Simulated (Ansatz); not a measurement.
# CH5BClNO: inversion of the pyramid at N1, part 2 of 2

Wanted: the energy profile along the inversion of the pyramid at N1, from relaxed end points and a band of images. SMILES of the start: NCB(O)Cl.

Ansatz 0.2.0; RKS BHLYP/def2-SVP. Earlier steps stand in the parts before.

### 7 Images and barrier

The 5 inner images lie between the fixed ends 0 and 6. Energy is taken from image 0, and the path length is the program's own coordinate along the band.

| image | path (Å) | energy (eV) | sum of angles at N1 (°) | band force (eV/Å) |
| --- | --- | --- | --- | --- |
| 0 | 0.000 | 0.0000 | 329.8 | - |
| 1 | 0.401 | 0.0042 | 330.4 | 0.004 |
| 2 | 0.802 | 0.0195 | 333.3 | 0.035 |
| 3* | 1.203 | 0.1657 | 360.0 | 0.001 |
| 4 | 2.298 | 0.0006 | 329.2 | 0.044 |
| 5 | 3.394 | 0.0749 | 330.5 | 0.035 |
| 6 | 4.489 | 0.0179 | 325.2 | - |

The star marks the climbing image.

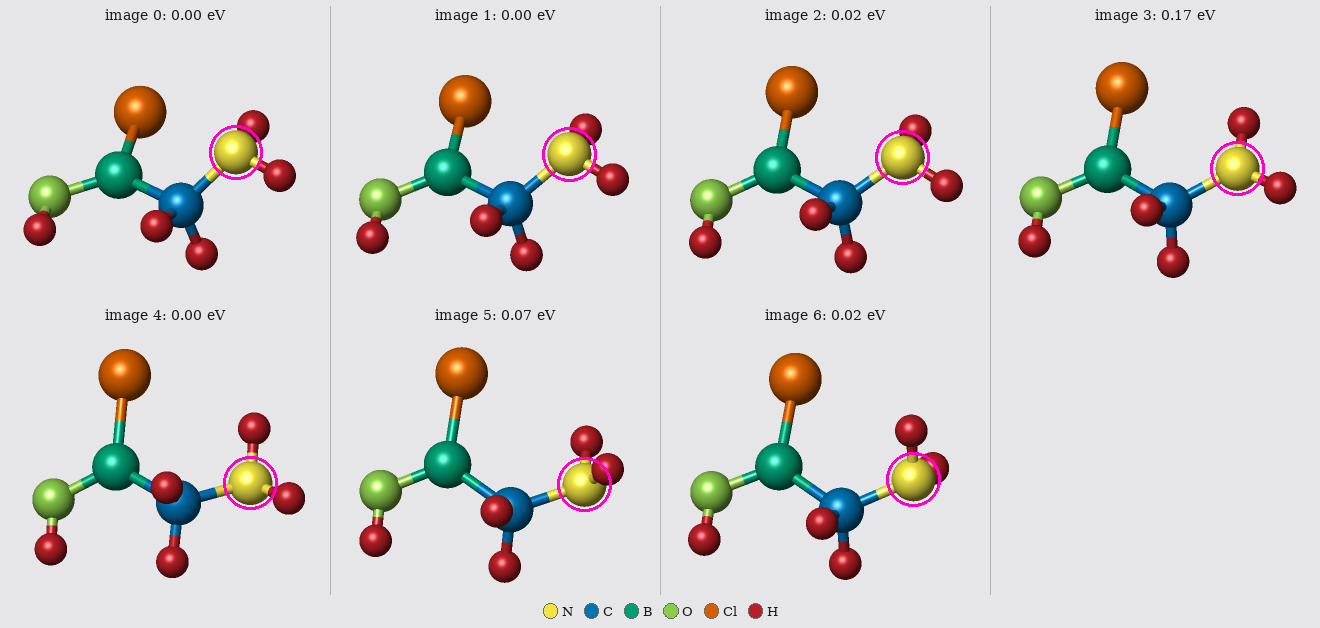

Snapshots along the band, viewed from a free direction. Ringed: N1. Sticks join atoms closer than a bonding distance in each image.

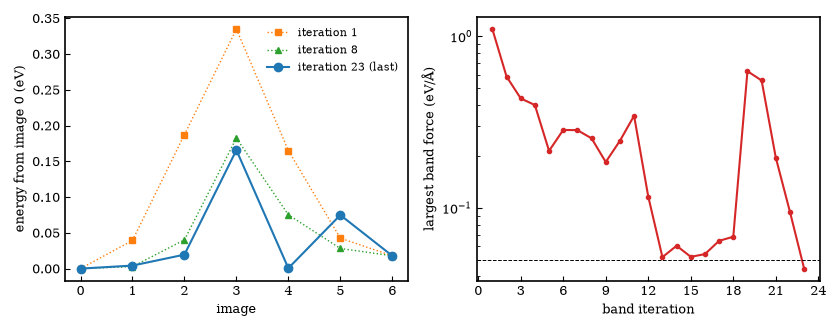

Left: energy of each image for early iterations and the last one (lines only join the points; early values far above the last band run off the scale). Right: the largest band force by iteration, with the threshold dashed.

The top of the band by iteration:

| iteration | highest image above image 0 (eV) | largest band force (eV/Å) |
| --- | --- | --- |
| 1 | 0.3348 | 1.103 |
| 3 | 0.1781 | 0.436 |
| 5 | 0.2051 | 0.215 |
| 7 | 0.1880 | 0.284 |
| 9 | 0.1745 | 0.185 |
| 11 | 0.1673 | 0.345 |
| 13 | 0.1663 | 0.052 |
| 15 | 0.1661 | 0.052 |
| 17 | 0.1658 | 0.064 |
| 19 | 0.1666 | 0.627 |
| 21 | 0.1657 | 0.197 |
| 23 | 0.1657 | 0.044 |

The band as a trajectory file:

```xyz
10
image=0 dE=0.0000
N    -0.299    1.365    0.704
C    -0.384   -0.046    0.400
B     0.573   -0.506   -0.764
O     0.280   -1.478   -1.634
Cl    2.186    0.215   -0.909
H     0.665    1.650    0.810
H    -0.776    1.590    1.564
H    -0.143   -0.715    1.251
H    -1.417   -0.297    0.124
H    -0.603   -1.830   -1.544
10
image=1 dE=0.0042
N    -0.254    1.357    0.780
C    -0.397   -0.021    0.371
B     0.544   -0.464   -0.812
O     0.292   -1.522   -1.593
Cl    2.073    0.380   -1.109
H     0.720    1.602    0.886
H    -0.712    1.535    1.661
H    -0.208   -0.763    1.174
H    -1.435   -0.204    0.059
H    -0.541   -1.953   -1.413
10
image=2 dE=0.0195
N    -0.214    1.321    0.874
C    -0.421   -0.006    0.350
B     0.516   -0.420   -0.848
O     0.318   -1.532   -1.566
Cl    1.944    0.538   -1.268
H     0.763    1.567    0.898
H    -0.601    1.437    1.797
H    -0.313   -0.821    1.092
H    -1.455   -0.103   -0.017
H    -0.455   -2.031   -1.311
10
image=3 dE=0.1657
N    -0.071    1.138    1.080
C    -0.408   -0.046    0.376
B     0.512   -0.403   -0.850
O     0.315   -1.493   -1.603
Cl    1.878    0.627   -1.315
H     0.707    1.696    0.792
H    -0.597    1.435    1.875
H    -0.391   -0.950    1.016
H    -1.435   -0.026   -0.038
H    -0.427   -2.029   -1.330
10
image=4 dE=0.0006
N     0.197    0.844    1.302
C    -0.456   -0.004    0.327
B     0.458   -0.363   -0.905
O     0.462   -1.546   -1.525
Cl    1.502    0.891   -1.605
H     0.625    1.636    0.844
H    -0.459    1.205    1.979
H    -0.780   -0.935    0.811
H    -1.378    0.430   -0.112
H    -0.088   -2.209   -1.112
10
image=5 dE=0.0749
N     0.057    0.903    1.368
C    -0.381   -0.121    0.441
B     0.410   -0.292   -0.911
O     0.328   -1.390   -1.671
Cl    1.453    1.007   -1.522
H     0.902    1.351    1.049
H    -0.635    1.626    1.484
H    -0.417   -1.107    0.935
H    -1.421    0.054    0.124
H    -0.213   -2.081   -1.295
10
image=6 dE=0.0179
N    -0.208    1.072    1.265
C    -0.409   -0.116    0.454
B     0.436   -0.320   -0.866
O     0.317   -1.399   -1.649
Cl    1.607    0.902   -1.389
H     0.757    1.131    1.558
H    -0.369    1.900    0.709
H    -0.256   -1.004    1.085
H    -1.472   -0.178    0.176
H    -0.321   -2.039   -1.340
```

### 8 Frequencies at the highest image

The geometry is the highest inner image of the first converged band.

File input.yaml:

```yaml
crystal:
  periodic: [false, false, false]
  atoms:
    - { symbol: "N", position_ang: [-0.070556, 1.137801, 1.080397] }
    - { symbol: C, position_ang: [-0.407694, -0.045955, 0.375646] }
    - { symbol: B, position_ang: [0.512483, -0.402838, -0.850165] }
    - { symbol: O, position_ang: [0.314938, -1.492718, -1.602538] }
    - { symbol: Cl, position_ang: [1.878268, 0.626524, -1.314645] }
    - { symbol: H, position_ang: [0.706503, 1.69584, 0.792066] }
    - { symbol: H, position_ang: [-0.597418, 1.435407, 1.87479] }
    - { symbol: H, position_ang: [-0.39115, -0.949946, 1.015725] }
    - { symbol: H, position_ang: [-1.435391, -0.026319, -0.038075] }
    - { symbol: H, position_ang: [-0.426783, -2.028994, -1.330303] }
basis:
  gaussian: { orbitals: def2-SVP }
hamiltonian:
  xc: { name: BHLYP }
phonons: {}
```

The run is started by

```sh
ansatz run input.yaml --threads 2 --pin off --max-ram 3072MiB --backend cpu --events-out ev --progress --plain --runs-dir out
```

Log, cut to the lines that bear on the results:

```text
Warning: RAYON_NUM_THREADS=2 ignored (pool sized by the plan → 2); use --threads N
[...]
Functional definition: BHLYP
[...]
1082 factors; integrals over basis functions are off by at most 2.8e-4 eV
[...]
mean field -17846.10440893 eV, -655.8322405041 hartree, gradient 2.9e-5 eV, S^2 0.000000; 0 other end points of the search recorded, 0 dependent functions left out
[...]
reference -17846.10455850 eV, -655.8322460008 hartree; 24, 24 occupied and 75, 75 virtual orbitals, 1082 factors
[...]
1082 factors; integrals over basis functions are off by at most 2.8e-4 eV
mean field -17846.10423784 eV, -655.8322342167 hartree, gradient 1.4e-6 eV, S^2 0.000000; 0 other end points of the search recorded, 0 dependent functions left out
[...]
reference -17846.10438744 eV, -655.8322397142 hartree; 24, 24 occupied and 75, 75 virtual orbitals, 1082 factors
[...]
1082 factors; integrals over basis functions are off by at most 2.8e-4 eV
[...]
WARN: phonons: modes at or below zero, which the zero-point energy, F, S and C_V leave out: 1, the lowest at -631.72 cm⁻¹. A minimum has none, and a first-order saddle one
[...]
Atom 1 at    -0.407694    -0.045955     0.375646 Å, force    -0.000560     0.000678     0.000197 eV/Å
Atom 2 at     0.512483    -0.402838    -0.850165 Å, force     0.000432     0.000707    -0.000286 eV/Å
Atom 3 at     0.314938    -1.492718    -1.602538 Å, force    -0.000426    -0.000326    -0.000327 eV/Å
Atom 4 at     1.878268     0.626524    -1.314645 Å, force     0.000057    -0.000078     0.000221 eV/Å
Atom 5 at     0.706503     1.695840     0.792066 Å, force     0.000327    -0.000414     0.000462 eV/Å
Atom 6 at    -0.597418     1.435407     1.874790 Å, force    -0.000806     0.000435    -0.000771 eV/Å
Atom 7 at    -0.391150    -0.949946     1.015725 Å, force     0.000590    -0.000772     0.000002 eV/Å
Atom 8 at    -1.435391    -0.026319    -0.038075 Å, force     0.000206    -0.000252     0.000704 eV/Å
Atom 9 at    -0.426783    -2.028994    -1.330303 Å, force    -0.000135    -0.000118    -0.000045 eV/Å
Dipole moment:    -0.457896    -0.208586     0.276653 e Å
Vibrations: -631.72 62.86 205.31 217.81 373.08 436.26 468.23 569.96 601.89 885.15 937.37 1072.63 1202.42 1256.01 1281.43 1364.20 1486.82 1538.76 1655.72 2991.59 2997.30 3757.50 3887.00 4009.29 cm⁻¹, zero-point energy 2.061772 eV
```

Run time: 38 s. Hardware: 2 threads of AMD EPYC 9R45 (Zen 5), shared host; peak memory 0.23 GiB.

Of 24 modes, 1 is imaginary by more than 30 cm⁻¹ (632i cm⁻¹).

### 9 What came out

The summary covers parts 1 to 2.

| quantity | value |
| --- | --- |
| end A | 23 moves, 1.312 eV lower |
| end B | 18 moves, 1.279 eV lower |
| barrier forwards | 0.17 eV |
| barrier backwards | 0.15 eV |
| second end relative to first | +0.018 eV |
| highest image | 3 of 0 to 6, climbing |
| band iterations | 23 |
| imaginary modes at the top | 632i cm⁻¹ |

The barrier from the first end is 0.17 eV, 6 times kT at 300 K. Going back costs 0.15 eV, since the second end is 0.018 eV above the first. Image 4 sits in a dip between two rises: the path passes through another minimum, and each half would need a band of its own. One imaginary mode, as a first-order saddle point has. These are electronic energies, with no zero-point or thermal terms. Tunnelling, which matters where hydrogen moves, is missing too.
